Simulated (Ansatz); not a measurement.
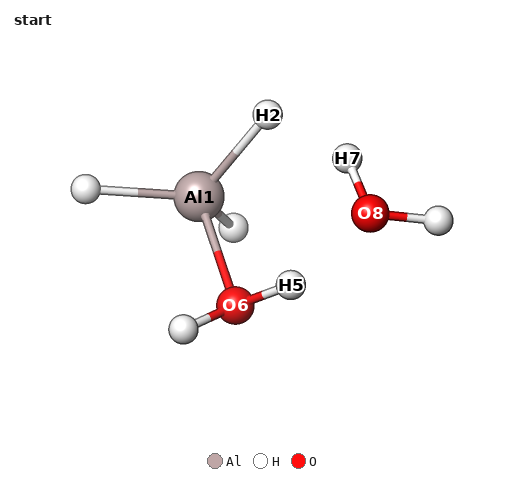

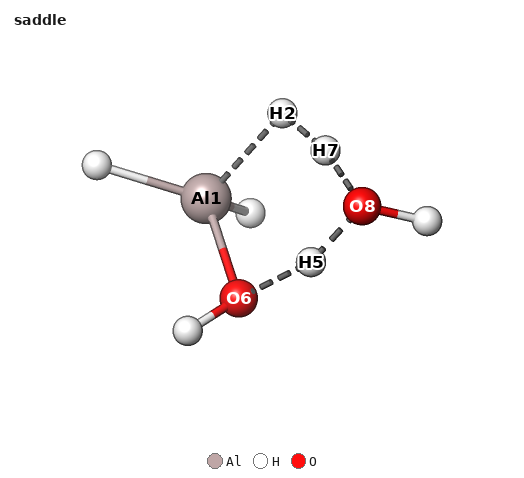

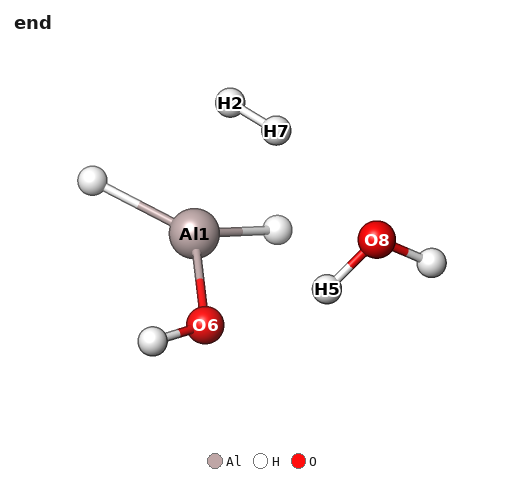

A saddle point and the two end points reached downhill from it. Broken sticks mark bonds that form or break. Charge 0, singlet. Geometries: PBE0-D4/def2-TZVP; all other levels are single points on them, and energies count from the start as drawn. Program: Ansatz 0.2.0. In CBS estimates cores are frozen, and CCSD(T) − MP2 is taken in the smaller basis.

Question: Which bonds form and which break from start to end?

Answer: Formed: H2–H7, H5–O8; broken: Al1–H2, H5–O6, H7–O8. At the saddle point H2···H7 is 1.05 Å, H5···O8 is 1.10 Å, Al1···H2 is 1.74 Å, H5···O6 is 1.34 Å, H7···O8 is 1.19 Å.

Give the electronic barrier and the reaction energy from start to end in eV (no zero-point energy) with CCSD(T)/CBS (MP2 limit from def2-TZVPP and def2-QZVPP plus CCSD(T) − MP2); ωB97M-V/def2-TZVPP; B97M-V/def2-TZVPP; BLYP-D4/def2-TZVPP; r2SCAN0-D4/def2-TZVPP; ωB97X-V/def2-TZVPP; B2PLYP (frozen core)/def2-TZVPP; BHLYP-D4/def2-TZVPP.

```tsv
level	barrier	reaction energy
CCSD(T)/CBS (MP2 limit from def2-TZVPP and def2-QZVPP plus CCSD(T) − MP2)	0.587	−0.170
ωB97M-V/def2-TZVPP	0.567	−0.134
B97M-V/def2-TZVPP	0.560	+0.011
BLYP-D4/def2-TZVPP	0.368	−0.205
r2SCAN0-D4/def2-TZVPP	0.459	−0.084
ωB97X-V/def2-TZVPP	0.553	−0.111
B2PLYP (frozen core)/def2-TZVPP	0.519	−0.166
BHLYP-D4/def2-TZVPP	0.648	−0.108
```
